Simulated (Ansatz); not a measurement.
# Run report: AlH3OF2, phonon calculation

System: AlH3OF2.
Method: RKS PBE0-D4/def2-TZVP (Ansatz 0.2.0).

The geometry is the reactant side of a reaction. The reaction was set up to form Al1–H6 and O2–H5 and to break Al1–O2 and H5–H6 (atoms counted from 1 in the order of the input); sticks are drawn by distance alone. The geometry comes from this level: PBE0-D4/def2-TZVP. Figures and captions count atoms from 1; the log counts them from 0 in places.

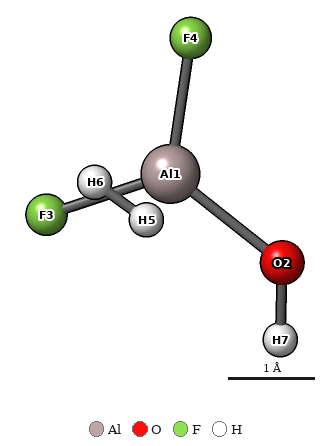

The structure as given in the input (ball-and-stick view, seen at a tilt; atoms are numbered from 1 in the order of the input). Sticks mark near contacts. Bond lengths as drawn: Al–F 1.64 Å, Al–O 1.68 Å, H–H 0.76 Å and H–O 0.96 Å.

### Input
```yaml
crystal:
  periodic: [false, false, false]
  atoms:
    - {symbol: Al, position_ang: [-0.347795, 0.070088, -0.522572]}
    - {symbol: O, position_ang: [1.154175, 0.824045, -0.550039]}
    - {symbol: F, position_ang: [-0.537680, -1.506185, -0.944641]}
    - {symbol: F, position_ang: [-1.691893, 0.986009, -0.328701]}
    - {symbol: H, position_ang: [0.060577, -0.196632, 1.598316]}
    - {symbol: H, position_ang: [-0.598169, -0.567740, 1.568850]}
    - {symbol: H, position_ang: [1.960883, 0.390415, -0.821215]}
basis:
  gaussian: {orbitals: def2-TZVP}
hamiltonian: {xc: pbe0, dispersion: d4}
phonons: {temperatures: {t_min: 298.15, t_max: 900, t_step: 200}}
```

Machine: 2 CPU threads, shared host.

### Log
```
Functional definition: PBE0
  name "PBE0"
  cite "Adamo & Barone, J. Chem. Phys. 110, 6158 (1999) doi:10.1063/1.478522"
  cite "Perdew, Burke & Ernzerhof, Phys. Rev. Lett. 77, 3865 (1996) doi:10.1103/PhysRevLett.77.3865"
  parent pbe
  parameter a = 0.25
  parameter kappa = 0.804
  parameter beta = 0.06672455060314922
  exchange = (1 - a)*pbe_x(kappa = kappa, mu = beta*pi^2/3) + a*exact_x
  correlation = pbe_c(beta = beta)
874 factors; their error is unknown
mean field evaluation 1: about -14116.5664 eV, gradient 7.5e1 eV
mean field evaluation 2: about -14101.1704 eV, gradient 1.2e2 eV
mean field evaluation 4: about -14124.6843 eV, gradient 6.5e0 eV
mean field evaluation 8: about -14124.7417 eV, gradient 9.3e-3 eV
mean field evaluation 16: about -14124.7786 eV, gradient 7.3e-5 eV
mean field -14124.77855565 eV, -519.0760378015 hartree, gradient 7.3e-5 eV, S^2 0.000000; 0 other end points of the search recorded, 0 dependent functions left out
the calculation of the forces begins
reference -14124.77858543 eV, -519.0760388959 hartree; 21, 21 occupied and 127, 127 virtual orbitals, 874 factors
these checks for a lower state are left out or cut short: stability, starts, cluster_reference, orbital_swaps, neighbouring_geometries, increment
874 factors; their error is unknown
mean field -14124.77841760 eV, -519.0760327280 hartree, gradient 1.4e-6 eV, S^2 0.000000; 0 other end points of the search recorded, 0 dependent functions left out
[... from here on the field's lines of each further geometry are left out, up to the last ...]
the calculation of the forces begins
reference -14124.77857069 eV, -519.0760383541 hartree; 21, 21 occupied and 127, 127 virtual orbitals, 874 factors
these checks for a lower state are left out or cut short: stability, starts, cluster_reference, orbital_swaps, neighbouring_geometries, increment
874 factors; their error is unknown
mean field -14124.77854108 eV, -519.0760372661 hartree, gradient 2.2e-6 eV, S^2 0.000000; 0 other end points of the search recorded, 0 dependent functions left out
the calculation of the forces begins
reference -14124.77857087 eV, -519.0760383606 hartree; 21, 21 occupied and 127, 127 virtual orbitals, 874 factors
Total energy: -14124.85827896 eV, -519.0789675791 hartree
Atom 0 at    -0.347795     0.070088    -0.522572 Å, force    -0.000278    -0.000700    -0.001161 eV/Å
Atom 1 at     1.154175     0.824045    -0.550039 Å, force     0.000370     0.001112     0.000316 eV/Å
Atom 2 at    -0.537680    -1.506185    -0.944641 Å, force    -0.000166    -0.000624     0.000041 eV/Å
Atom 3 at    -1.691893     0.986009    -0.328701 Å, force    -0.000130     0.000409     0.000473 eV/Å
Atom 4 at     0.060577    -0.196632     1.598316 Å, force    -0.002869    -0.001792     0.000322 eV/Å
Atom 5 at    -0.598169    -0.567740     1.568850 Å, force     0.003378     0.002054    -0.000439 eV/Å
Atom 6 at     1.960883     0.390415    -0.821215 Å, force    -0.000305    -0.000458     0.000447 eV/Å
Dipole moment:     0.402640    -0.160567     0.207743 e Å
Vibrations: 111.44 212.29 231.37 250.06 258.86 289.95 333.27 405.44 619.58 696.70 826.14 927.29 958.81 3970.93 4264.47 cm⁻¹, zero-point energy 0.889996 eV
```

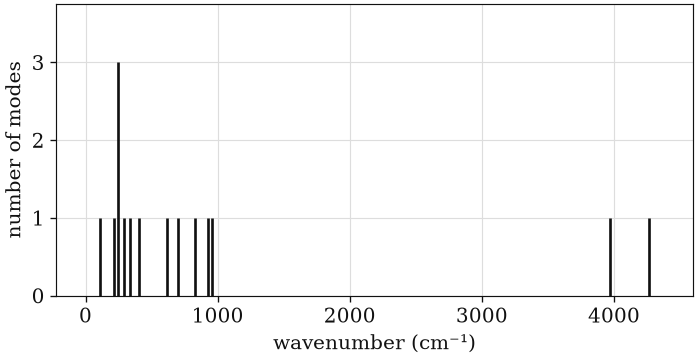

Harmonic vibrational wavenumbers from the force constants; neighbouring modes closer than 19 cm⁻¹ are counted in one stick. 15 modes from 111 to 4264 cm⁻¹, none imaginary.

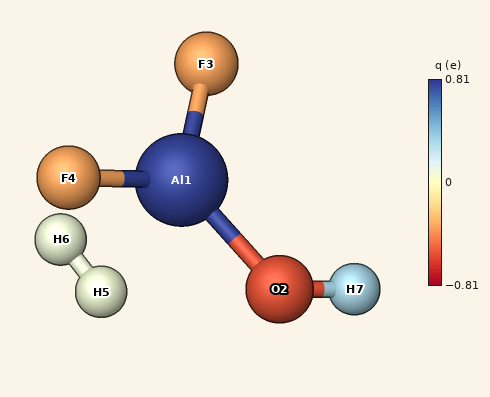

Mulliken charges, as the colour of each atom (ball-and-stick view, seen at a tilt; atoms are numbered from 1 in the order of the input). By element: Al +0.77, O −0.55, F −0.34 and H +0.06 to +0.33 e.

### Summary

| quantity | value |
| --- | --- |
| outcome | converged |
| total energy | −14124.8583 eV |
| mean-field energy | −14124.7786 eV |
| dispersion energy | −0.0797 eV |
| largest force (length of the vector) | 0.004 eV/Å |
| dipole moment | 2.31 D |
| wall time | 52 s (CPU time 96 s) |
| peak memory | 0.31 GiB |
